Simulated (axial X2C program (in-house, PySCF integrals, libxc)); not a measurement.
**NSiO²⁺: bond lengths and stretches, held linear**

Aim: the two bond lengths and stretching wavenumbers of linear NSiO²⁺, with and without spin–orbit coupling, at PBE0, BHandHLYP.

Method: all-electron X2C, two-component (2c) or spin-free, N dyall-av3z, Si dyall-v3z, O dyall-av3z; program: an in-house X2C program for linear molecules on PySCF integrals.

All values are calculated.

2 further runs of the same task are left out: 2 set aside as unsound or not needed.

## Step 1: Input

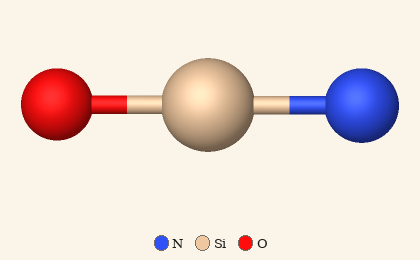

The atoms on one line, bonds 1.670 and 1.640 Å (nitrogen blue, silicon light orange, oxygen red).

The input, task.json:

```json
{"zs": [7, 14, 8], "q": 2, "bas": ["dyall-av3z", "dyall-v3z", "dyall-av3z"], "r0": [1.67, 1.64], "symm": 0, "scan": ["PBE0", "HF", "BHandHLYP"], "levels": ["PBE0", "HF", "BHandHLYP"], "nst": 2}
```

Keys: zs atomic numbers; q charge; bas basis sets; r0 starting distance in Å; symm equal bonds; scan levels of the two-bond scan; levels methods; nst determinants followed.

Run with:

```console
$ python solin.py task.json out
```

Masses N 14.003, Si 27.977, O 15.995 u.

## Step 2: Scan at PBE0, 2c

State: Ω = 1/2 (beyond evenly filled blocks: ω = 1/2). Energies above the lowest point, from the job's result record:

```tsv
r(N–Si) (Å)	r(Si–O) (Å)	E (meV)
1.8272	1.5931	37.51
1.8272	1.6340	14.13
1.8272	1.6748	44.76
1.8740	1.5931	24.87
1.8740	1.6340	0.00
1.8740	1.6748	29.09
1.8740	1.7157	99.69
1.9208	1.5931	34.08
1.9208	1.6340	7.59
1.9208	1.6748	34.98
1.9677	1.6340	30.39
1.9677	1.7157	122.59
```

A quadratic surface with cubic terms in each bond gives the minimum at 1.879 and 1.631 Å, force constants 1.53, 5.26 and coupling -0.15 mdyn/Å.

## Step 3: Scan at BHandHLYP, 2c

State: Ω = 1/2 (beyond evenly filled blocks: ω = 1/2). Energies above the lowest point, from the job's result record:

```tsv
r(N–Si) (Å)	r(Si–O) (Å)	E (meV)
1.8272	1.5931	23.97
1.8272	1.6340	25.25
1.8272	1.6748	78.13
1.8740	1.5931	5.02
1.8740	1.6340	4.22
1.8740	1.6748	54.60
1.8740	1.7157	142.16
1.9208	1.5931	3.04
1.9208	1.6340	0.00
1.9208	1.6748	47.67
1.9677	1.6340	7.33
1.9677	1.7157	132.97
```

A quadratic surface with cubic terms in each bond gives the minimum at 1.908 and 1.615 Å, force constants 0.944, 5.53 and coupling -0.23 mdyn/Å.

## Step 4: Scan at PBE0, spin-free

State: M_S = 1/2, Λ = 1 (beyond evenly filled blocks: π+α). Energies above the lowest point, from the job's result record:

```tsv
r(N–Si) (Å)	r(Si–O) (Å)	E (meV)
1.8272	1.5931	37.31
1.8272	1.6340	14.01
1.8272	1.6748	44.71
1.8740	1.5931	24.79
1.8740	1.6340	0.00
1.8740	1.6748	29.15
1.8740	1.7157	99.80
1.9208	1.5931	34.10
1.9208	1.6340	7.69
1.9208	1.6748	35.13
1.9677	1.6340	30.56
1.9677	1.7157	122.84
```

A quadratic surface with cubic terms in each bond gives the minimum at 1.878 and 1.631 Å, force constants 1.54, 5.26 and coupling -0.15 mdyn/Å.

## Step 5: The levels side by side

| level | r(N–Si) (Å) | r(Si–O) (Å) | lower stretch (cm⁻¹) | upper stretch (cm⁻¹) |
| --- | --- | --- | --- | --- |
| PBE0, 2c | 1.879 | 1.631 | 475.8 | 973.3 |
| BHandHLYP, 2c | 1.908 | 1.615 | 374.5 | 990.4 |
| PBE0, spin-free | 1.878 | 1.631 | 475.9 | 973.4 |
| BHandHLYP, spin-free | 1.908 | 1.615 | 374.5 | 990.4 |

Scans not shown above were run alike.

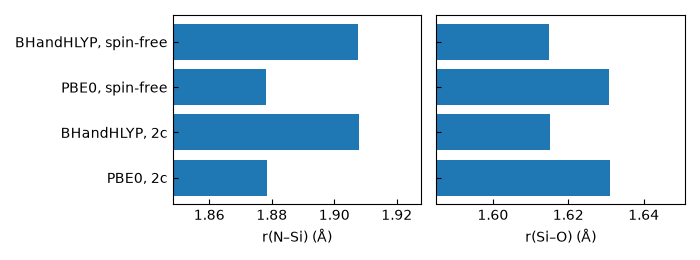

The two bond lengths by level.

**Reading.** Over the levels the N–Si bond spans 1.878 to 1.908 Å and the Si–O bond 1.615 to 1.631 Å. At PBE0 spin–orbit coupling leaves both bonds unchanged to 0.001 Å. Each state is one determinant, the lowest of a limited PBE0 search; the stretches come from a fit to few points and are good to some per cent at best. The lower stretch spreads by more than a fifth over the levels, so it depends strongly on the method. A multiply charged ion may be only metastable. The molecule was held linear; bending was not examined, so a bent shape may lie lower. Note: functional without a current term on a determinant with orbital currents, of the molecule or an atom.
